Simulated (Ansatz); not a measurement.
# Work function of Zr(0001): what the settings cost and change, part 2 of 2

Aim: the work function of Zr(0001) across levels of theory at one geometry.

Ansatz 0.2.0; plane-wave DFT, PBE, Ansatz PAW (the session's first sound run).

So far, work function, upper face (eV): step 2 (run, setting PBE, Ansatz PAW (420 eV)) 4.19; step 5 (RPBE) 4.07; step 6 (r2SCAN) 4.27; step 7 (PBE JTH) 4.19; step 8 (PBE norm-conserving) 4.19.

### 9. Run

This step: plane-wave DFT, LDA, norm-conserving (Ansatz 0.2.0).

Input file input.yaml:

```yaml
crystal:
  lattice:
    - [3.23, 0.0, 0.0]
    - [1.615, 2.7972620542, 0.0]
    - [0.0, 0.0, 33.43617]
  atoms:
    - { symbol: Zr, position: [0.0, 0.0, 0.2691695849] }
    - { symbol: Zr, position: [0.6666666667, 0.6666666667, 0.3461130566] }
    - { symbol: Zr, position: [0.0, 0.0, 0.4230565283] }
    - { symbol: Zr, position: [0.6666666667, 0.6666666667, 0.5] }
    - { symbol: Zr, position: [0.0, 0.0, 0.5769434717] }
    - { symbol: Zr, position: [0.6666666667, 0.6666666667, 0.6538869434] }
    - { symbol: Zr, position: [0.0, 0.0, 0.7308304151] }
kpoints:
  mp_grid: { grid: [15, 15, 1] }
hamiltonian:
  xc: lda
  pseudopotentials: { kind: nc }
scf:
  occupations: { method: fermi_dirac, width: 0.1 }
  convergence: { dr2_threshold: 1.0e-09 }
efield:
  axis: 3
  dipole_correction: true
  ramp_position: 0.97
  ramp_width: 0.06
output:
  write_potential: true
  write_density: true
  volumetric_format: npy
```

Run with:

```console
$ ansatz run input.yaml --threads 4 --pin off --max-ram 6144MiB --backend cpu --events-out ev --progress --plain --runs-dir out
```

Numbers of over 12 decimals in the logs are rounded to 6 here.

What it wrote:

```text
[...]
Crystal: 7 atoms, lattice volume = 302.101 Å³
Basis set: ecut = 952.398519 eV, 20107 PW (Γ)
Bands: 51, of which v1, the nominal top of the filled ones, is band 42 counted from 1 (41 counted from 0)
Symmetry: 6 space group operations
k-points: 27 of 225 (time reversal used)
[...]
k-point 0: bands = [... 38 lower, 5.8183, 6.1996, 6.2386, 6.2386, 6.2640, 6.2640, 6.2769, 6.3765, ... 5 higher]
  k-point 1: bands = [... 38 lower, 5.7587, 6.0234, 6.0619, 6.0754, 6.1914, 6.2051, 6.3310, 6.3331, ... 5 higher]
  k-point 2: bands = [... 38 lower, 5.5638, 5.6274, 5.7148, 5.7669, 5.8914, 5.9276, 6.1184, 6.3399, ... 5 higher]
  k-point 26: bands = [... 38 lower, 4.4586, 4.7749, 4.7749, 5.5491, 5.5793, 5.6085, 5.6717, 5.6722, ... 5 higher]
[key lines of the parts left out:]
SCF converged after 12 iterations
Free energy (F): -9652.059096 eV
Fermi energy:    5.524068 eV
Dipole field:    D = -0.000001 V/Å  (p = -0.000001 e·Å, saw-weighted, corrected)
Work function:   Φ+ = 4.3996 eV   Φ− = 4.3996 eV
```

Run time: 2.1 min. Hardware: 4 threads of Arm Neoverse N1, shared host; peak memory 2.1 GiB.

The work function is 4.400 eV, +0.207 eV from the run “PBE, Ansatz PAW (420 eV)”, at 3.7 times its CPU time.

### 10. Slab, setting PBE, all layers relaxed

This step: plane-wave DFT, PBE, Ansatz PAW (Ansatz 0.2.0).

input.yaml, as its differences from that of step 9:

```diff
@@ -16,4 +16,3 @@
 hamiltonian:
-  xc: lda
-  pseudopotentials: { kind: nc }
+  xc: pbe
 scf:
@@ -26,2 +25,5 @@
   ramp_width: 0.06
+relax:
+  f_tol: 0.01
+  max_steps: 40
 output:
```

What it wrote:

```text
[...]
Crystal: 7 atoms, lattice volume = 302.101 Å³
Basis set: ecut = 420 eV, 6027 PW (Γ), exchange–correlation on 48×48×450 points (8 copies of the dense FFT grid, shifted against one another)
Bands: 51, of which v1, the nominal top of the filled ones, is band 42 counted from 1 (41 counted from 0)
Symmetry: 6 space group operations
[...]
- { symbol: Zr, position: [1.2566340918674403e-18, 0, 0.270810] }
    - { symbol: Zr, position: [0.666667, 0.666667, 0.343648] }
    - { symbol: Zr, position: [-2.481390192187284e-19, 0, 0.422733] }
    - { symbol: Zr, position: [0.666667, 0.666667, 0.500000] }
    - { symbol: Zr, position: [2.48146083204121e-19, 0, 0.577267] }
    - { symbol: Zr, position: [0.666667, 0.666667, 0.656352] }
    - { symbol: Zr, position: [-1.256639586378927e-18, 0, 0.729190] }
[key lines of the parts left out:]
SCF converged after 8 iterations
Free energy (F): -29285.189049 eV
Fermi energy:    5.713657 eV
Dipole field:    D = -0.000000 V/Å  (p = -0.000001 e·Å, saw-weighted, corrected)
Work function:   Φ+ = 4.1677 eV   Φ− = 4.1677 eV
```

Run time: 2.2 min. Hardware: 4 threads; peak memory 0.84 GiB.

The relaxation took 5 steps and lowered the energy by 0.075 eV; the largest force on the free atoms ends at 0.0014 eV/Å.

The work function is 4.168 eV, -0.025 eV from the run “PBE, Ansatz PAW (420 eV)”, at 3.5 times its CPU time.

### 11. Run

This step: plane-wave DFT, PBE, fully relativistic PAW with spin-orbit coupling (Ansatz 0.2.0).

input.yaml, as its differences from that of step 10:

```diff
@@ -17,2 +17,3 @@
   xc: pbe
+  pseudopotentials: { kind: paw_fr }
 scf:
@@ -25,5 +26,5 @@
   ramp_width: 0.06
-relax:
-  f_tol: 0.01
-  max_steps: 40
+magnetization:
+  noncollinear: true
+  spin_orbit: true
 output:
```

What it wrote:

```text
[...]
non-collinear run that drives no moment, with spin-orbit: no starting moment large enough to seed its density (crystal.atoms[].spin), no starting occupations that ask for one, no magnetisation constraint and no magnetic field, so the semilocal B_xc is pinned to zero
Crystal: 7 atoms, lattice volume = 302.101 Å³
[...]
k-point 1: bands = [... 80 lower, 6.2614, 6.2614, 6.2755, 6.2755, 6.3817, 6.3817, 6.4023, 6.4023, ... 14 higher]
  k-point 2: bands = [... 80 lower, 5.9031, 5.9031, 5.9658, 5.9658, 6.0532, 6.0532, 6.1184, 6.1184, ... 14 higher]
  k-point 26: bands = [... 80 lower, 4.9794, 4.9796, 5.6726, 5.7172, 5.7307, 5.7457, 5.7661, 5.7973, ... 14 higher]
[key lines of the parts left out:]
SCF converged after 14 iterations
Magnetization: |M| = 0.0000 μB,  M = (+0.0000, +0.0000, +0.0000) μB
Free energy (F): -29291.086267 eV
Fermi energy:    5.704893 eV
Dipole field:    D = 0.000000 V/Å  (p = 0.000000 e·Å, saw-weighted, corrected)
Work function:   Φ+ = 4.1925 eV   Φ− = 4.1925 eV
```

It took 6 min on 4 threads; peak memory 3.4 GiB; 21 min of CPU time.

The work function is 4.193 eV, +0.000 eV from the run “PBE, Ansatz PAW (420 eV)”, at 11 times its CPU time.

### 12. Comparing the runs

Times are for 4 threads of Arm Neoverse N1, shared host. The runs compared:

```
no.                                setting  work function, upper face (eV)     time  memory (GiB)
  1               PBE, Ansatz PAW (420 eV)                           4.192     37 s           0.9
  2               LDA, Ansatz PAW (420 eV)                           4.398     38 s          0.89
  3            PBEsol, Ansatz PAW (420 eV)                           4.269     41 s          0.91
  4              RPBE, Ansatz PAW (420 eV)                           4.071     38 s           0.9
  5            r2SCAN, Ansatz PAW (500 eV)                           4.269     88 s           1.5
  6                  PBE, JTH PAW (990 eV)                           4.194  2.2 min           2.4
  7          PBE, norm-conserving (898 eV)                           4.193  2.2 min           1.9
  8          LDA, norm-conserving (952 eV)                           4.400  2.1 min           2.1
  9                PBE, all layers relaxed                           4.168  2.2 min          0.84
 10  PBE with spin-orbit coupling (420 eV)                           4.193    6 min           3.4
```

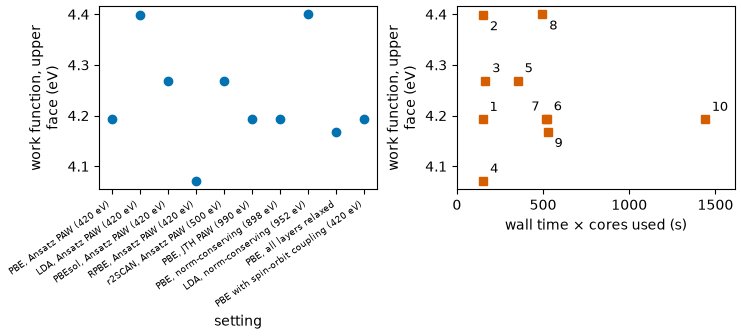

The series as plots; the last panel sets the first result against cost, with the runs numbered as in the table.

### 13. The same run with other settings

This step: plane-wave DFT, PBE, Ansatz PAW (Ansatz 0.2.0).

An input spoilt on purpose, to show how the run answers: it repeats the earlier run “PBE, Ansatz PAW (420 eV)” with efield.amplitude to 1.5, and scf.max_iter set to 50; its output block differs too.

input.yaml, as its differences from that of step 11:

```diff
@@ -17,3 +17,2 @@
   xc: pbe
-  pseudopotentials: { kind: paw_fr }
 scf:
@@ -21,2 +20,3 @@
   convergence: { dr2_threshold: 1.0e-09 }
+  max_iter: 50
 efield:
@@ -26,5 +26,3 @@
   ramp_width: 0.06
-magnetization:
-  noncollinear: true
-  spin_orbit: true
+  amplitude: 1.5
 output:
```

What it wrote:

```text
[...]
Crystal: 7 atoms, lattice volume = 302.101 Å³
Basis set: ecut = 420 eV, 6027 PW (Γ)
Bands: 51, of which v1, the nominal top of the filled ones, is band 42 counted from 1 (41 counted from 0)
Symmetry: 6 space group operations
k-points: 27 of 225 (time reversal used)
[...]
SCF iter   1: F=—  HF=-29293.068807 eV  |F-HF|=—  |Δ(HF+E_count)|=         —  Δρ=4.39e-2  dr2=4.40e2  ethr=3.10e-3  p=1.659 e·Å  D=9.94e-1 V/Å  ΔV_dip=-33.23 eV  dr2_dipole=1.75e2  V_vac-E_F(+/−)=15.77/7.15 eV  ⟨swp⟩=9.1  Hψ=6418  notcnv=0
[...]
SCF iter  19: F=-29286.256039 eV  HF=-29286.256039 eV  |F-HF|=9.28e-10  |Δ(HF+E_count)|=   1.85e-7  Δρ=1.72e-7  dr2=6.90e-10  ethr=1.19e-12  p=1.529 e·Å  D=9.16e-1 V/Å  ΔV_dip=-30.62 eV  dr2_dipole=2.99e-10  V_vac-E_F(+/−)=11.99/1.10 eV  ⟨swp⟩=16.1  Hψ=5423  notcnv=0
WARN: efield: at this solve's end the planar-averaged density reaches 3.68e-4 e/Å³ inside the ramp window [0.9401, 0.1242] (bound 1e-5 e/Å³); the window's nearer edge stands 4.85 Å from this solve's nearest atom along the axis. Its free energy, forces, stress, dipole, levels and responses can be off, and this figure does not tell by how much. The cell may have no vacuum along `efield.axis`. A short vacuum, a low `basis.ecutwfc` or `basis.ecutrho_ratio` and negative occupations (`scf.occupations.method`) can put density there. See the manual's quickstart, § The vacuum guard
SCF 1 converged in 19 iterations: F = -29286.256039 eV  dr2 = 6.90e-10
[...]
SCF converged after 19 iterations
Free energy (F): -29286.256039 eV
[...]
Internal energy: -29285.932492 eV  (E = F + TS)
E sigma→0 (E₀):  -29286.094266 eV
Entropy (-TS):   -0.323547 eV (-46.221 meV/atom)
Fermi energy:    5.521590 eV
Dipole field:    D = 0.915795 V/Å  (p = 1.528934 e·Å, saw-weighted, corrected)
Work function:   not extracted (applied field tilts the vacuum); planar V_es + V_field profile in the machine report
[...]
Vacuum region:   at the solve's end the planar-averaged density reaches 3.68e-4 e/Å³ inside the ramp window [0.9401, 0.1242] (bound 1e-5 e/Å³)
[...]
--- Band table (eV; the first three rows and the last of 27) ---
  k-point 0: bands = [... 38 lower, 5.8643, 6.1971, 6.2564, 6.2636, 6.2636, 6.2902, 6.2902, 6.3945, ... 5 higher]
  k-point 1: bands = [... 38 lower, 5.8085, 6.0004, 6.0805, 6.0932, 6.1853, 6.2529, 6.3316, 6.3555, ... 5 higher]
  k-point 2: bands = [... 38 lower, 5.5540, 5.6376, 5.6999, 5.7633, 5.9172, 5.9490, 6.1337, 6.3450, ... 5 higher]
  k-point 26: bands = [... 38 lower, 4.4308, 4.7673, 4.7701, 5.5151, 5.5577, 5.5881, 5.6440, 5.6791, ... 5 higher]
```

Wall time 69 s (4 threads); peak memory 0.89 GiB.

In so strong a field the program warns of density in the ramp of the sawtooth; these numbers are not the system's.

### 14. Summary of results

| Quantity | Value |
| --- | --- |
| work function, PBE, Ansatz PAW (420 eV) | 4.192 eV |
| work function, LDA, Ansatz PAW (420 eV) | 4.398 eV |
| work function, RPBE, Ansatz PAW (420 eV) | 4.071 eV |
| work function, r2SCAN, Ansatz PAW (500 eV) | 4.269 eV |
| work function, LDA, norm-conserving (952 eV) | 4.400 eV |
| work function, PBE, all layers relaxed | 4.168 eV |
| work function, PBE with spin-orbit coupling (420 eV) | 4.193 eV |

What this shows: PBE on the default files gives 4.19 eV, and the settings tried spread the value from 4.07 to 4.40 eV. At one geometry LDA lies 0.21 eV above PBE. The choice of pseudopotentials moves the PBE value by 0.001 eV. Relaxing the layers changes it by -0.025 eV. Spin-orbit coupling, on the fully relativistic files, changes it by +0.00 eV. The ladder's slabs use the tabulated experimental lattice constant (two decimals; a low-temperature value for the alkali metals).

[Logs are printed without paths, hosts, clocks, repeated set-up lines and the standing remarks that a program may print on its own settings, such as how far it seeks lower states.]

[Hosts, paths, dates, database ids (printed as entryN), source tags and the programs' standing remarks are cut or masked in the printed files.]

[Maps of the electrostatic potential energy from Ansatz leave out the sawtooth potential of an applied field or a dipole correction, so their vacuum need not be flat; planar profiles and work functions include it.]
